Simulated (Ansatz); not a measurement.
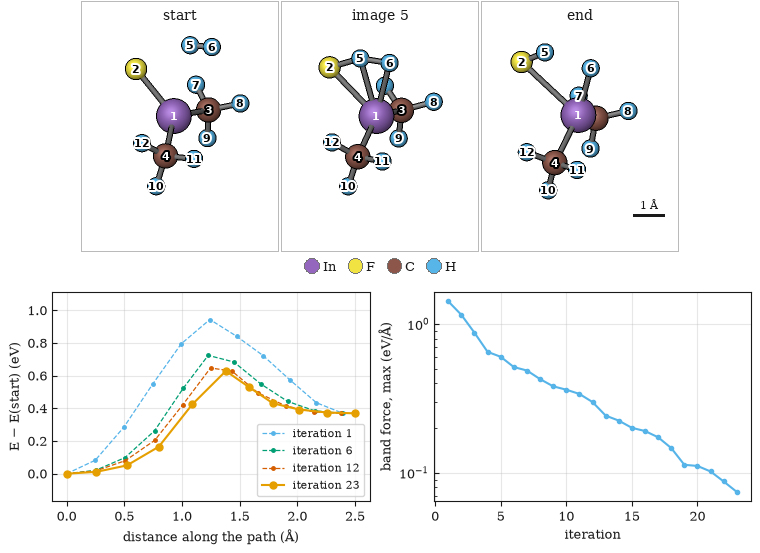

A nudged-elastic-band calculation for C$_{2}$H$_{8}$FIn, made up at the start of C2H6FIn and H2. Images are numbered from 0 (start) to 10 (end). The plot follows the band through its iterations. Style: ball-and-stick. Shown from a free direction.

Computed with RKS PBE0-D4/def2-SVP in Ansatz 0.2.0. Set-up: 9 movable images; climbing image; force threshold 0.03 eV/Å; iteration limit 23; optimiser FIRE; largest step 0.02 Å; starting path through a guess of the saddle point.

How did the profile develop, and is the result final?

Answer. The result isn't final. The band hadn't converged when the run stopped after 23 iterations. The largest component of the band force went from 1.4 to 0.074 eV/Å. The barrier read from it is provisional, though the highest image hardly moved in the last two iterations. The step length is far from the usual. The first iteration put the highest image at 0.94 eV. The energy climbs by 0.63 eV to image 5 and then falls by 0.26 eV, so the end point sits at +0.37 eV.

Limits of the set-up: the start holds two separate molecules, 2.2 Å apart at their closest, whose relative position is a soft coordinate.

Cost: 10 min on 2 threads of AMD EPYC 7R43 64-Core Processor (Zen 3) (shared host), peak memory 0.28 GiB.
